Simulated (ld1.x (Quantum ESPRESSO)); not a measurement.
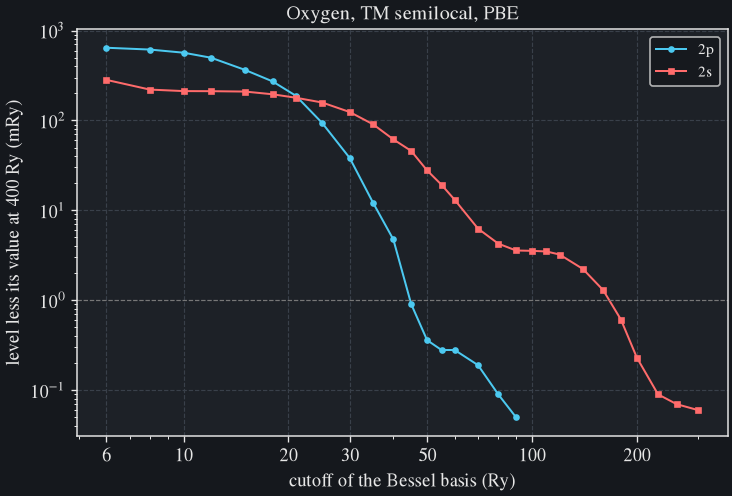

The pseudo-atom Hamiltonian at the reference potential is diagonalised in spherical Bessel functions (20 bohr box) up to the cutoff. Curves: distance of each valence level from its value at 400 Ry.

Input of ld1.x (Quantum ESPRESSO) 7.5:

```
&input
   title='O', zed=8., rel=1, dft='PBE', iswitch=3,
   config='[He] 2s2 2p4',
   nld=2, rlderiv=1.95, eminld=-4.0, emaxld=5.0, deld=0.02
 /
 &inputp
   pseudotype=1, tm=.true., lloc=0,
   nlcc=.true., new_core_ps=.true., rcore=0.55,
   file_pseudopw='O.pp', file_wfcaegen='ae.wfc', file_wfcncgen='nc.wfc'
 /
2
2P  2  1   4.00   0.00  1.80  1.80  0.0
2S  1  0   2.00   0.00  0.75  0.75  0.0
 &test
   configts(1)='2s2 2p4'
 /
```

Run as:
```bash
ld1.x < O.in > O.out
```

Functional and relativity: PBE, scalar-relativistic.

### At which cutoff does each level come within 1 mRy for good?

2p: 45 Ry; 2s: 180 Ry.

### Which occupied shell is the hardest?

2s: its level needs 180 Ry to come within 1 mRy, against 45 Ry for 2p.

### From which cutoff is the occupation-weighted sum of levels good to 10 mRy, and to 1 mRy?

80 Ry and 200 Ry, on the ladder of cutoffs that was run.
